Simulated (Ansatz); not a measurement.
GeH3OF: several calculations on one system

**1. Relaxation**

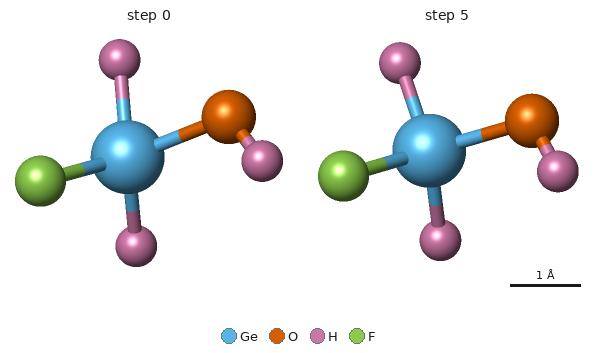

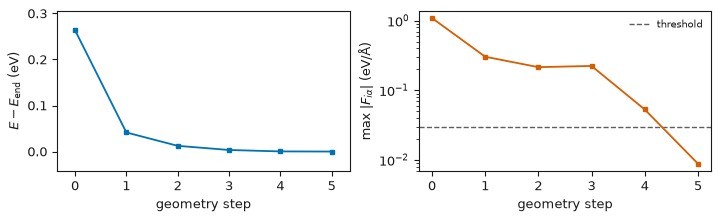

First and last geometry of a relaxation of GeH$_{3}$OF, with the history of the run. A ball-and-stick model, seen at a tilt.

The run prepares an end point of a later path (reaction) calculation, from a guessed geometry.

Method: RKS B3LYP/def2-SVP (Ansatz).

Input
```yaml
crystal:
  periodic: [false, false, false]
  atoms:
    - { symbol: Ge, position_ang: [0.269233, -0.080848, 0.004417] }
    - { symbol: O, position_ang: [0.721631, -0.078922, 1.706778] }
    - { symbol: H, position_ang: [0.0073, -0.184757, 2.350414] }
    - { symbol: H, position_ang: [1.756114, 0.078938, -0.293376] }
    - { symbol: F, position_ang: [-0.6555, 1.346277, -0.393899] }
    - { symbol: H, position_ang: [-0.586878, -1.255988, -0.491134] }
basis:
  gaussian: { orbitals: def2-SVP }
hamiltonian:
  xc: b3lyp
relax:
  f_tol: 0.03
  max_steps: 50
output:
  orbitals: {}
```

Command:
```bash
ansatz run input.yaml --threads 1 --pin off --max-ram 2048MiB --backend cpu --events-out ev --progress --plain --runs-dir out
```

Q: Read the history and describe the run.

A: It converged. The atom that moves furthest after the best rigid fit is H4 (0.30 Å). By element the largest moves are H 0.30 Å, O 0.12 Å, F 0.11 Å, Ge 0.11 Å. Near-neighbour distances that change, for instance: Ge1–O2 1.761 → 1.771 Å, Ge1–H4 1.525 → 1.530 Å. Bond angles that change, for instance: O2–Ge1–H4 86.5° → 105.8°, H4–Ge1–H6 124.1° → 117.1°, O2–Ge1–H6 117.1° → 112.3°. Over 5 geometry steps the energy falls by 0.264 eV. The largest force component goes from 1.1 to 0.0088 eV/Å. Cost: 9.1 s on 1 thread of Intel(R) Xeon(R) 6975P-C (Granite Rapids), with other jobs on the host, peak memory 0.16 GiB.

| step | E − E(0), eV | largest force component, eV/Å |
| --- | --- | --- |
| 0 | 0.0000 | 1.0944 |
| 1 | -0.2223 | 0.3041 |
| 2 | -0.2513 | 0.2153 |
| 3 | -0.2604 | 0.2240 |
| 4 | -0.2635 | 0.0531 |
| 5 | -0.2638 | 0.0088 |

**2. Relaxation**

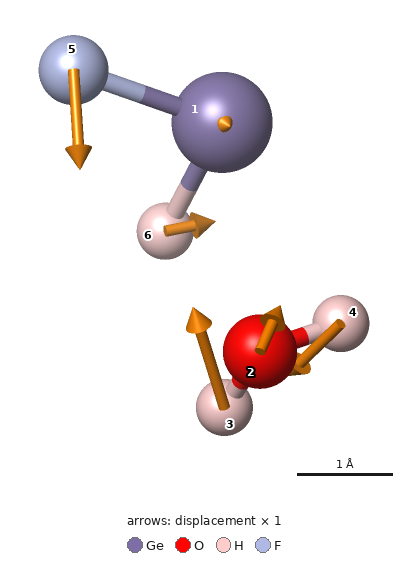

A relaxation of GeH$_{3}$OF. The starting structure is drawn; orange arrows show the displacements, at their true length. The two geometries are superimposed by the best rigid fit.

A ball-and-stick model, seen from a free direction.

The run prepares an end point of a later path (reaction) calculation, from a guessed geometry.

Computed with RKS B3LYP/def2-SVP (Ansatz). Set-up: no spin polarisation; force threshold 0.03 eV/Å; at most 50 steps.

> Describe the change and its energy.

The largest move after the best rigid fit is that of H3, 1.29 Å. Largest moves by element: H 1.29 Å, F 1.10 Å, O 0.64 Å, Ge 0.16 Å. Among the contacts that change: Ge1–O2 2.950 → 2.275 Å, Ge1–F5 1.764 → 1.817 Å, O2–H4 0.985 → 0.970 Å, O2–H3 0.969 → 0.979 Å. New bonds form, among them: Ge1–O2 (2.95 → 2.28 Å). The energy falls by 48.1 kJ/mol in 19 accepted moves (21 points after the start). The largest force component goes from 1.1 to 0.028 eV/Å. The line search rejected the trial steps at points 8, 11 of the run.

Limits of the set-up: the start holds two separate molecules, 2.8 Å apart at their closest, whose relative position is a soft coordinate and is computed without a dispersion correction.

**3. Path**

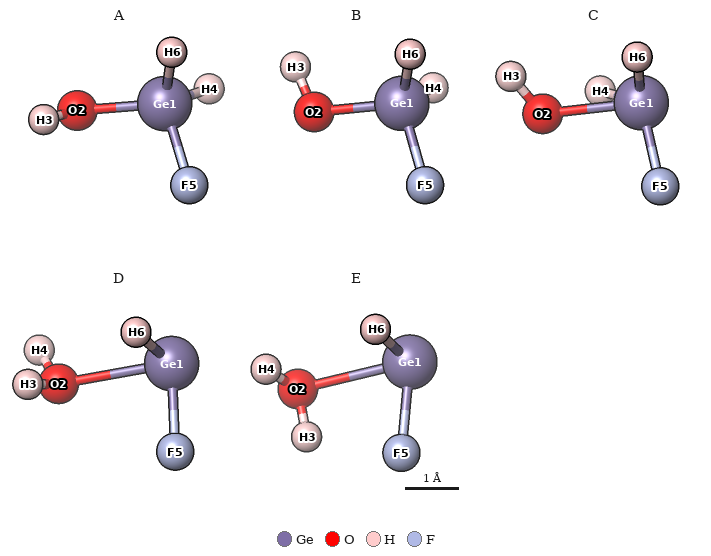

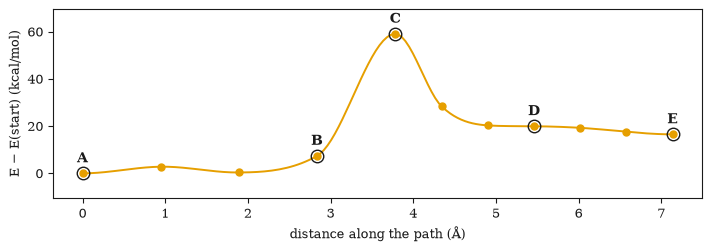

NEB run on GeH₃OF. Images are numbered from 0 (start) to 10 (end). Frames A to E are images 0, 3, 4, 7, 10. A ball-and-stick model, seen from a free direction.

Theory: RKS B3LYP/def2-SVP in Ansatz. Run with 9 movable images; climbing image; force threshold 0.05 eV/Å; iteration limit 60; starting path through a guess of the saddle point.

What happens along the path, and what is the barrier?

The path has more than one stage, and so few images may leave a stage unresolved. Breaking: Ge1–H4 (1.53 → 1.63 at the top → 2.75 Å). Forming: O2–H4 (2.64 → 1.42 at the top → 0.97 Å). The highest point, image 4, lies 59.1 kcal/mol above the start and 42.6 kcal/mol above the end; the end is at +16.5 kcal/mol relative to the start. The profile has 2 maxima (images 1, 4) with a dip at image 2 (+0.4 kcal/mol), so the process runs in steps. The band converged in 17 iterations. The largest component of the band force went from 23 to 0.022 eV/Å. The climbing image converged on the top of the path. Its vibrational analysis gives one imaginary mode (1400i cm⁻¹), as a transition state must have.

Cost: 3.3 min on 1 thread of Intel(R) Xeon(R) 6975P-C (Granite Rapids), on a shared host, peak memory 0.16 GiB.
